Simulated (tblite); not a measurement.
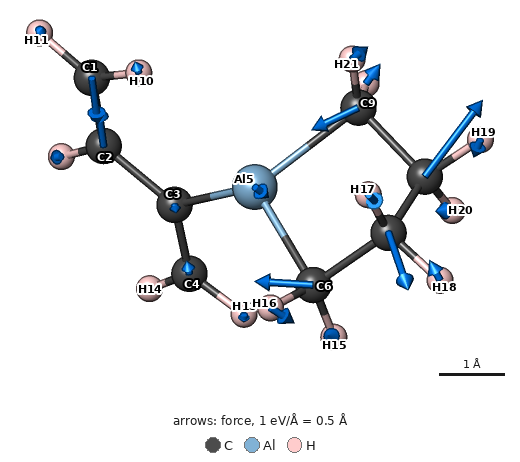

Starting geometry of C8H13Al with the computed forces as blue arrows. A ball-and-stick model, seen at a tilt.

Level of theory: GFN2-xTB geometry optimisation, gas phase in tblite. 

Question: Is this structure relaxed? If not, where do the atoms go?

Answer: It isn't relaxed: the largest force vector, on a C atom, is 3.01 eV/Å. The final displacements have little in common with the starting forces (cosine between the two patterns 0.06). After 178 geometry steps the energy has fallen by 0.735 eV. The atom that moves furthest after the best rigid fit is an H atom (1.30 Å). By element the largest moves are H 1.30 Å, C 0.95 Å, Al 0.45 Å. Near-neighbour distances that change, for instance: C–C 1.473 → 1.536 Å, C–C 1.503 → 1.542 Å, C–H 1.130 → 1.094 Å, C–C 1.355 → 1.328 Å. Bond angles that change, for instance: Al–C–H 105.8° → 120.2°, H–C–H 116.8° → 105.6°, C–Al–C 126.7° → 137.5°. The run took 1.8 s on 1 thread of Arm Neoverse V1, on a shared host.
